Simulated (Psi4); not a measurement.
# SnCl2 (SMILES [Cl][Sn][Cl]) at GAM/def2-TZVP (density fitting, core potential)

Aim: the vertical singlet–triplet gap of SnCl2 at GAM/def2-TZVP (density fitting, core potential), from 2 runs. 

The calculation is run with Psi4 1.11.

6 further runs of the same task are left out: 6 set aside as unsound or not needed.

**1. The structure to begin with**

The species is SnCl2 (3 atoms), meant as a singlet with charge 0. As SMILES, `[Cl][Sn][Cl]`. The shape comes from GFN2-xTB, which is rough for such elements, and wasn't checked as a minimum.

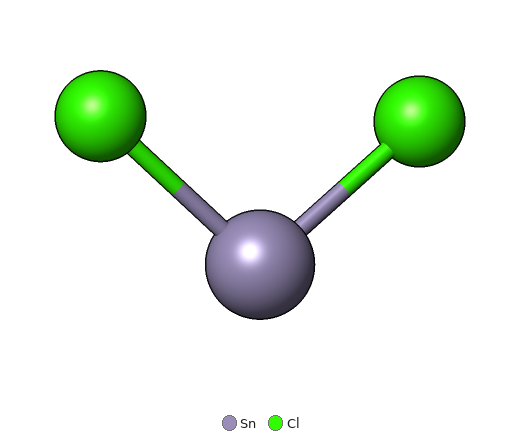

The structure, seen from a chosen angle (tin purple, chlorine green).

**2. A single-point energy at GAM/def2-TZVP (density fitting, core potential)**

input.in

```
memory 1.6 GB

molecule molecule1 {
  Sn     0.004910    -0.007160    -1.023740
  Cl     1.812600    -0.019020     0.521020
  Cl    -1.817510     0.026180     0.502720
  symmetry c1
}

set basis def2-TZVP

E, wfn = energy("gam", return_wfn=True)
```

The run is started by

```bash
$ psi4 -n 1 input.in input.out
```

input.out:

```text
[...]
    !!!  WARNING: ECP capability is in beta. Please check occupations closely.  !!!
[...]
  Running in c1 symmetry.
[...]
  Nuclear repulsion =  208.601236606419718
[...]
  Multiplicity = 1
[...]
  Nalpha       = 28
  Nbeta        = 28
[...]
    Number of basis functions: 124
[...]
 WARNING: Atomic UHF is not converging! Try casting from a smaller basis or call Rob at CCMST.
   -------------------------
[...]
   @DF-RKS iter   1: -1135.35130658478829   -9.93931e-01   7.38013e-03 DIIS/ADIIS
[...]
   @DF-RKS iter   9: -1135.65260959097145   -2.25648e-08   8.37538e-07 DIIS
[...]
    Orbital Energies [Eh]
    ---------------------
    Doubly Occupied:
       1A   -100.384603     2A   -100.384572     3A     -9.244862
       4A     -9.244825     5A     -7.088337     6A     -7.088302
       7A     -7.085232     8A     -7.085196     9A     -7.083411
      10A     -7.083375    11A     -4.985871    12A     -3.369658
      13A     -3.363116    14A     -3.361527    15A     -1.020272
      16A     -1.017625    17A     -1.016213    18A     -1.014664
      19A     -1.010989    20A     -0.732466    21A     -0.718315
      22A     -0.438685    23A     -0.327873    24A     -0.296462
      25A     -0.295397    26A     -0.279432    27A     -0.269292
      28A     -0.253416
[...]
  @DF-RKS Final Energy: -1135.65260959097145
   => Energetics <=
    Nuclear Repulsion Energy =            208.6012366064197181
    One-Electron Energy =               -2066.3892294438442150
    Two-Electron Energy =                 797.8287366144078305
    DFT Exchange-Correlation Energy =     -75.6933533679546713
    Empirical Dispersion Energy =           0.0000000000000000
    VV10 Nonlocal Energy =                  0.0000000000000000
    Total Energy =                      -1135.6526095909714513
[...]
 Multipole Moments:
 ------------------------------------------------------------------------------------
     Multipole            Electronic (a.u.)      Nuclear  (a.u.)        Total (a.u.)
 ------------------------------------------------------------------------------------
 L = 1.  Multiply by 2.5417464519 to convert [e a0] to [Debye]
 Dipole X            :         -0.1949618            0.1894463           -0.0055155
 Dipole Y            :        -40.0857607           38.7973534           -1.2884073
 Dipole Z            :         -0.0000009           -0.0000000           -0.0000009
 Magnitude           :                                                    1.2884191
[...]
```

Run time: 5.1 s. Hardware: 1 thread of AMD EPYC 7B13 (Zen 3), shared host; peak memory 0.43 GiB.

**3. The triplet at the same level**

cl2sn.sdf

```

     RDKit          3D

  3  2  0  0  0  0  0  0  0  0999 V2000
    0.0049   -0.0072   -1.0237 Sn  0  0  0  0  0  2  0  0  0  0  0  0
    1.8126   -0.0190    0.5210 Cl  0  0  0  0  0  0  0  0  0  0  0  0
   -1.8175    0.0262    0.5027 Cl  0  0  0  0  0  0  0  0  0  0  0  0
  2  1  1  0
  3  1  1  0
M  RAD  1   1   3
M  END
$$$$
```

calc.py

```python
import psi4
from rdkit import Chem

psi4.set_memory('1600 MB')
psi4.set_num_threads(1)
psi4.set_output_file('psi4.out', False)

rd = Chem.SDMolSupplier('cl2sn.sdf', removeHs=False, sanitize=False)[0]
xyz = rd.GetConformer().GetPositions()
atoms = '\n'.join(f'{a.GetSymbol()} {x:.4f} {y:.4f} {z:.4f}' for a, (x, y, z) in zip(rd.GetAtoms(), xyz))
geom = psi4.geometry('0 3\n' + atoms + '\nsymmetry c1')

psi4.set_options({
    'basis': 'def2-TZVP',
    'reference': 'uks',
})

energy_value = psi4.energy("gam", molecule=geom)
print(f'total energy {energy_value:.8f} hartree = {energy_value * 27.211386:.5f} eV')
```

The run is started by

```bash
$ python calc.py
```

psi4.out:

```text
[...]
    !!!  WARNING: ECP capability is in beta. Please check occupations closely.  !!!
[...]
  Running in c1 symmetry.
[...]
  Nuclear repulsion =  208.604317511124464
[...]
  Multiplicity = 3
[...]
  Nalpha       = 29
  Nbeta        = 27
[...]
    Number of basis functions: 124
[...]
 WARNING: Atomic UHF is not converging! Try casting from a smaller basis or call Rob at CCMST.
   -------------------------
[...]
   @DF-UKS iter   1: -1135.10028418539673   -6.72356e-01   7.81368e-03 ADIIS/DIIS
[...]
   @DF-UKS iter  12: -1135.54596807635471   -6.60330e-08   3.41931e-07 DIIS
[...]
   @S^2 Observed:                2.006525340E+00
[...]
    Orbital Energies [Eh]
    ---------------------
    Alpha Occupied:
       1A   -100.412712     2A   -100.412690     3A     -9.271223
       4A     -9.271199     5A     -7.119207     6A     -7.119186
       7A     -7.109931     8A     -7.109906     9A     -7.109290
      10A     -7.109265    11A     -4.989451    12A     -3.371008
      13A     -3.369505    14A     -3.365506    15A     -1.027220
      16A     -1.023389    17A     -1.020134    18A     -1.019616
      19A     -1.018985    20A     -0.757997    21A     -0.745131
      22A     -0.458966    23A     -0.356741    24A     -0.318082
      25A     -0.311084    26A     -0.296765    27A     -0.290790
      28A     -0.286996    29A     -0.150786
    Alpha Virtual:
[...]
  @DF-UKS Final Energy: -1135.54596807635471
   => Energetics <=
    Nuclear Repulsion Energy =            208.6043175111244636
    One-Electron Energy =               -2065.4697896053326076
    Two-Electron Energy =                 796.9852193586573321
    DFT Exchange-Correlation Energy =     -75.6657153408039562
    Empirical Dispersion Energy =           0.0000000000000000
    VV10 Nonlocal Energy =                  0.0000000000000000
    Total Energy =                      -1135.5459680763547112
[...]
 Multipole Moments:
 ------------------------------------------------------------------------------------
     Multipole            Electronic (a.u.)      Nuclear  (a.u.)        Total (a.u.)
 ------------------------------------------------------------------------------------
 L = 1.  Multiply by 2.5417464519 to convert [e a0] to [Debye]
 Dipole X            :         -0.1931548            0.1890864           -0.0040684
 Dipole Y            :        -39.7168562           38.7958482           -0.9210081
 Dipole Z            :          0.0000002            0.0000000            0.0000002
 Magnitude           :                                                    0.9210171
[...]
```

The script printed:

```text
total energy -1135.54596808 hartree = -30899.77966 eV
```

Run time: 7.5 s. Hardware: 1 thread of AMD EPYC 7B13 (Zen 3), shared host; peak memory 0.46 GiB.

**4. What came out**

At GAM/def2-TZVP (density fitting, core potential):

| quantity | value |
| --- | --- |
| singlet: total energy | -1135.65261 Eh |
| singlet: dipole moment | 3.27 D |
| singlet: HOMO energy | -6.90 eV |
| singlet: LUMO energy | -3.73 eV |
| singlet: HOMO–LUMO gap | 3.17 eV |
| triplet: total energy | -1135.54597 Eh |
| triplet: dipole moment | 2.34 D |
| triplet: HOMO energy (highest over α and β) | -4.10 eV |
| triplet: ⟨S²⟩ | 2.007 |
| vertical energy of the triplet above the singlet | 2.902 eV |

In words: At this shape the triplet lies 2.90 eV (67 kcal/mol) above the singlet.
